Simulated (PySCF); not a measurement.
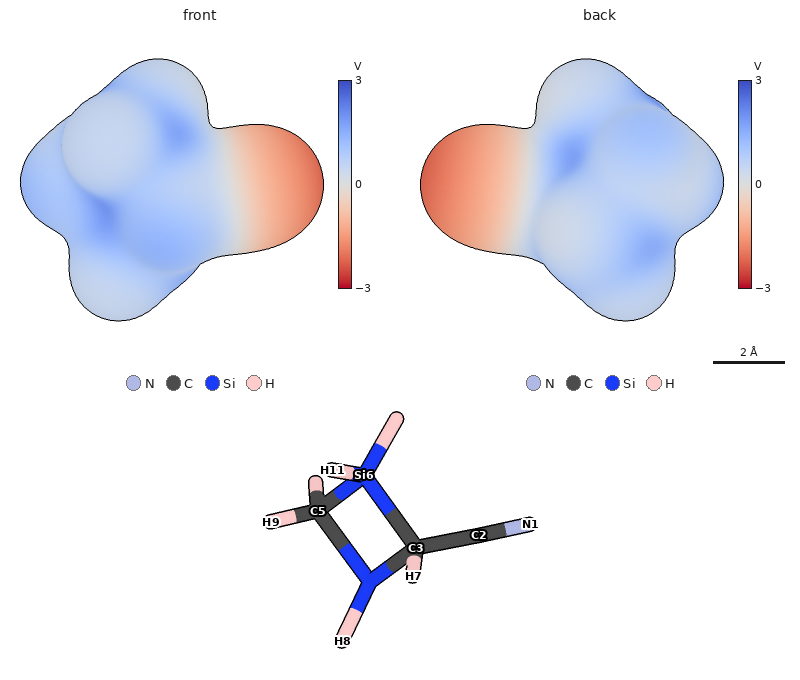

The picture shows: C3H6NSi2 (doublet). The electrostatic potential painted on the density surface at 0.002 e/bohr³, seen from the front and from behind; the colour scale runs from red (negative) to blue (positive). The bare structure is drawn below in the same view.

Geometry: GFN2-xTB.

Method: UKS B3LYP, pcH-1 on C H N Si, non-relativistic, mean-field spin-orbit, GIAO in PySCF.

| atom | x (Å) | y (Å) | z (Å) |
| --- | --- | --- | --- |
| N | 0.9018 | -2.9270 | -1.2038 |
| C | 0.5999 | -2.0816 | -0.4878 |
| C | 0.2199 | -1.0149 | 0.3540 |
| Si | -1.5838 | -0.2970 | 0.1072 |
| C | -0.7604 | 1.4035 | -0.2834 |
| Si | 1.0130 | 0.6968 | -0.0996 |
| H | 0.3982 | -1.3164 | 1.3880 |
| H | -2.3775 | -0.3715 | 1.3433 |
| H | -1.0148 | 2.1791 | 0.4365 |
| H | -0.9792 | 1.8150 | -1.2655 |
| H | 1.7880 | 1.2466 | 1.0136 |
| H | 1.7962 | 0.6668 | -1.3286 |

> Where is the surface potential most negative and most positive?

The most negative region (about −2.2 V) lies over N1, the most positive (about +1.8 V) over Si4 and Si6. N1 is the likeliest acceptor of a hydrogen bond.
